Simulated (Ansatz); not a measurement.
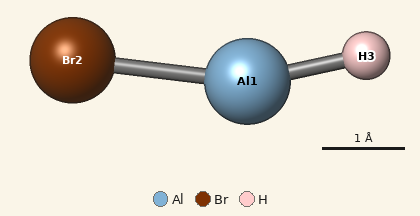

The structure as given in the input (ball-and-stick view, seen on its broad side; atoms are numbered from 1 in the order of the input). Sticks mark near contacts. Bond lengths as drawn: Al–Br 2.17 Å and Al–H 1.49 Å.

**Two runs on AlHBr**

System: AlHBr, multiplicity 2, SMILES [AlH][Br].
Method of run 1: UKS wB97X-V/def2-TZVP (Ansatz 0.2.0).

Text and figures count atoms from 1; the logs count them from 0 in places.

### Input file, run 1
```yaml
crystal:
  periodic: [false, false, false]
  atoms:
    - { symbol: Al, position_ang: [-0.399279, -0.581985, -0.278092] }
    - { symbol: Br, position_ang: [1.485344, -0.997168, 0.710297] }
    - { symbol: H, position_ang: [-1.561646, 0.170129, -0.836833] }
magnetization:
  spin_polarized: true
  initial_magnetization: 1
basis:
  gaussian: { orbitals: def2-TZVP }
hamiltonian:
  xc: { name: wB97X-V }
output:
  forces: true
```

Command:
```bash
ansatz run input.yaml --threads 1 --pin off --max-ram 2560MiB --backend cpu --events-out ev --progress --plain --runs-dir out
```

Hardware: 1 thread of Arm Neoverse N1, 98 GiB of memory available, shared host.

### Output (run 1)
```
Engine: ansatz 0.2.0, aarch64-unknown-linux-gnu
Functional definition: wB97X-V
  parameter omega = 0.3/bohr
  parameter cx = 0.167
  parameter cx1 = 0.603
  parameter cx2 = 1.194
  parameter css0 = 0.556
  parameter css1 = -0.257
  parameter cos0 = 1.219
  parameter cos1 = -1.850
  parameter b = 6.0
  parameter c = 0.01
  exchange = spin_sum(e_x_unif_sr(omega)*poly(b97_u_x, 1 - cx, cx1, cx2)) + cx*exact_x_sr(omega) + exact_x_lr(omega)
  correlation = spin_sum(e_c_pw_same_spin*poly(b97_u_same, css0, css1))
      + integral(e_c_pw_opposite_spin*poly(b97_u_opposite, cos0, cos1)) + vv10(b, c)
716 factors; their error is unknown
134 factors; integrals over basis functions are off by at most 7.8e-5 eV
mean field evaluation 1: about -76650.5643 eV, gradient 7.8e0 eV
mean field evaluation 2: about -76651.0307 eV, gradient 4.4e0 eV
mean field evaluation 4: about -76651.1949 eV, gradient 8.0e-1 eV
mean field evaluation 8: about -76651.2587 eV, gradient 1.1e-1 eV
mean field evaluation 16: about -76651.5496 eV, gradient 2.4e-4 eV
mean field -76651.54958743 eV, -2816.8924910518 hartree, gradient 2.6e-5 eV, S^2 0.751995; 1 other end points of the search recorded, 0 dependent functions left out
the calculation of the forces begins
reference -76651.54958708 eV, -2816.8924910390 hartree; 25, 24 occupied and 66, 67 virtual orbitals, 716 factors
Total energy: -76651.54958708 eV, -2816.8924910390 hartree
Atom 0 at    -0.399279    -0.581985    -0.278092 Å, force    -0.720804    -2.464478    -0.647000 eV/Å
Atom 1 at     1.485344    -0.997168     0.710297 Å, force     1.553394     0.522967     0.903387 eV/Å
Atom 2 at    -1.561646     0.170129    -0.836833 Å, force    -0.832590     1.941510    -0.256387 eV/Å
Dipole moment:    -0.056210     0.313104     0.001355 e Å
```

The input of run 2 differs as follows (lines with − go, lines with + come):
```diff
-    - { symbol: Br, position_ang: [1.485344, -0.997168, 0.710297] }
-    - { symbol: H, position_ang: [-1.561646, 0.170129, -0.836833] }
+    - { symbol: Br, position_ang: [1.538785, -0.133294, 0.828106] }
+    - { symbol: H, position_ang: [-1.301706, 0.689533, -0.64138] }
```

What does this change do to the results?

On the same kind of shared host run 2 took about 89 times as long.

### Output (run 2)
```
Engine: ansatz 0.2.0, aarch64-unknown-linux-gnu
Functional definition: wB97X-V
  parameter omega = 0.3/bohr
  parameter cx = 0.167
  parameter cx1 = 0.603
  parameter cx2 = 1.194
  parameter css0 = 0.556
  parameter css1 = -0.257
  parameter cos0 = 1.219
  parameter cos1 = -1.850
  parameter b = 6.0
  parameter c = 0.01
  exchange = spin_sum(e_x_unif_sr(omega)*poly(b97_u_x, 1 - cx, cx1, cx2)) + cx*exact_x_sr(omega) + exact_x_lr(omega)
  correlation = spin_sum(e_c_pw_same_spin*poly(b97_u_same, css0, css1))
      + integral(e_c_pw_opposite_spin*poly(b97_u_opposite, cos0, cos1)) + vv10(b, c)
716 factors; their error is unknown
136 factors; integrals over basis functions are off by at most 7.2e-5 eV
mean field evaluation 1: about -76651.4661 eV, gradient 8.2e0 eV
mean field evaluation 2: about -76652.0089 eV, gradient 4.8e0 eV
mean field evaluation 4: about -76652.1600 eV, gradient 5.9e-1 eV
mean field evaluation 8: about -76652.4619 eV, gradient 5.0e-2 eV
mean field evaluation 16: about -76652.4619 eV, gradient 1.6e-4 eV
mean field -76652.46191152 eV, -2816.9260183437 hartree, gradient 6.2e-5 eV, S^2 0.753276; 0 other end points of the search recorded, 0 dependent functions left out
the calculation of the forces begins
reference -76652.46191084 eV, -2816.9260183188 hartree; 25, 24 occupied and 66, 67 virtual orbitals, 716 factors
Total energy: -76652.46191084 eV, -2816.9260183188 hartree
Atom 0 at    -0.399279    -0.581985    -0.278092 Å, force     0.014161     0.048002     0.012668 eV/Å
Atom 1 at     1.538785    -0.133294     0.828106 Å, force    -0.042463    -0.009293    -0.024182 eV/Å
Atom 2 at    -1.301706     0.689533    -0.641380 Å, force     0.028302    -0.038709     0.011513 eV/Å
Dipole moment:    -0.258875    -0.132582    -0.155208 e Å
```

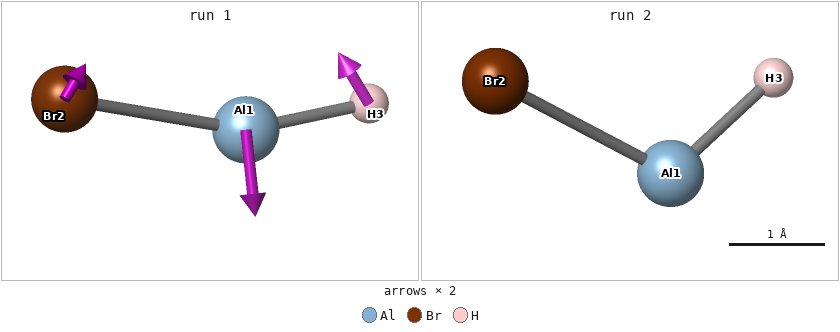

The two input geometries at one scale (ball-and-stick view, seen at a tilt). The pink arrows on the first give the shifts of the atoms after the best rigid fit, magnified 2 times. The largest move after the best rigid fit is that of Al1, 0.46 Å. Largest moves by element: Al 0.46 Å, H 0.32 Å, Br 0.23 Å. Among the contacts that change: Al1–H3 1.493 → 1.601 Å, Al1–Br2 2.168 → 2.276 Å.

### The two runs side by side

| quantity | run 1 | run 2 |
| --- | --- | --- |
| outcome | converged | converged |
| total energy (hartree) | −2816.892491 | – |
| ⟨S²⟩ | 0.752 | – |
| largest force (eV/Å) | 2.648 | – |
| basis functions | 91 | – |
| wall time (shared host) | 28 s | 42 min |
